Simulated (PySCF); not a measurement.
# C4H7ClGeO: what the fields show

```tsv
atom	x (Å)	y (Å)	z (Å)
C	-2.0640	0.4946	-0.3763
Ge	-0.7100	-0.7729	0.3234
Cl	-1.5828	-2.7167	0.0664
C	0.9500	-0.9475	-0.7509
C	1.9085	-0.0189	-0.7456
C	1.7242	1.1681	0.0736
O	0.7170	1.3820	0.7100
H	-3.0211	0.2907	0.0951
H	-2.1728	0.3544	-1.4486
H	-1.7795	1.5198	-0.1756
H	-0.4219	-0.6965	1.8065
H	1.0668	-1.8405	-1.3494
H	2.8230	-0.1018	-1.3174
H	2.5620	1.8848	0.0917
```

Geometry: GFN2-xTB.

The calculation used PySCF 2.14.0, PBE0/def2-SVPD, SCF density, gas phase.

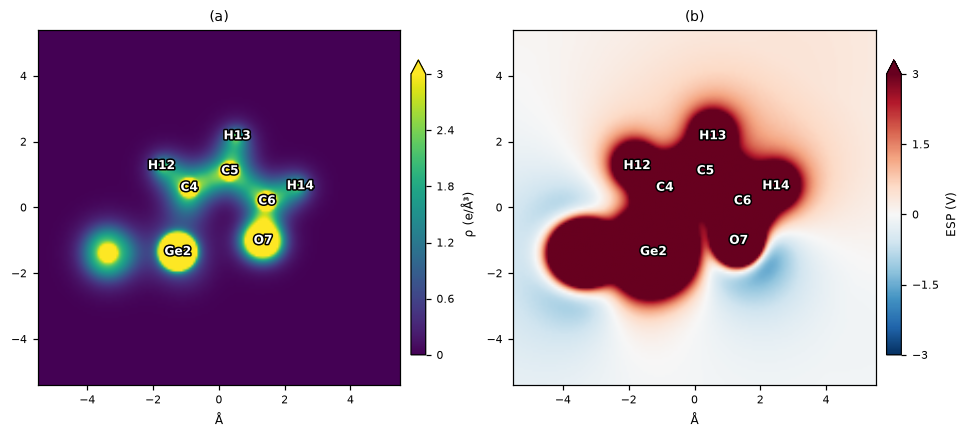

Figure 1. (a) electron density; (b) molecular electrostatic potential on the plane of atoms C5, C4 and H12.

> Interpret the plot.

- The plane passes through Ge, C, O and H nuclei.
- C–O (1.21 Å): ρ is about 3.3 e/Å³ halfway.
- C–C (1.33 Å): the density is about 2.3 e/Å³ at the midpoint.
- C–Ge (1.99 Å): the density is about 0.85 e/Å³ at the midpoint.
- C–H (1.08 Å): ρ is about 2 e/Å³ halfway.
- C–C (1.45 Å): ρ is about 1.9 e/Å³ halfway.
- Outside the dense part of the molecule the potential is most negative (−1.5 V) near O7.

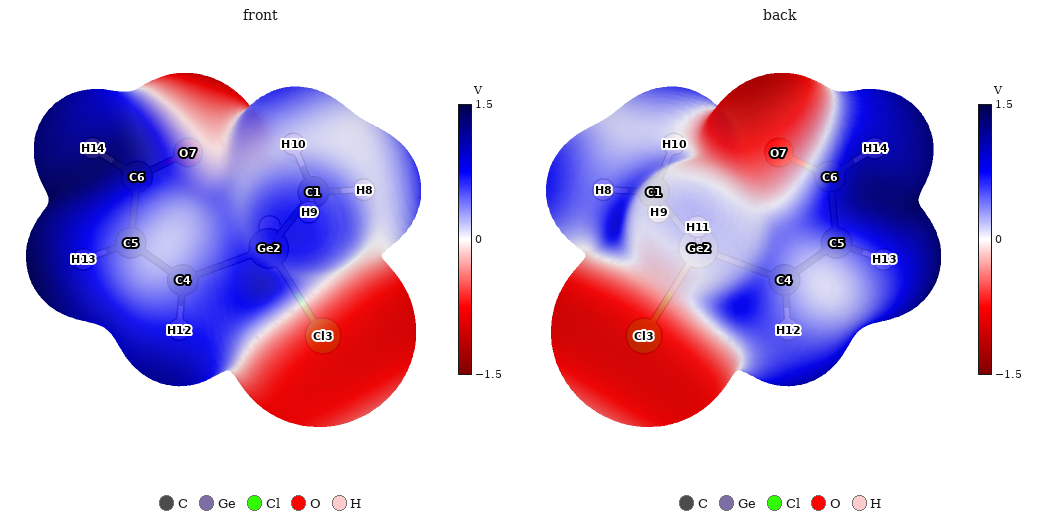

Figure 2. The electrostatic potential painted on the density surface at 0.002 e/bohr³, seen from the front and from behind; red is negative and blue positive.

> Where is the surface potential most negative and most positive?

The most negative region (about −1.2 V) lies over O7, the most positive (about +1.4 V) over C5, C6, H13 and H14. O7 is the likeliest acceptor of a hydrogen bond.
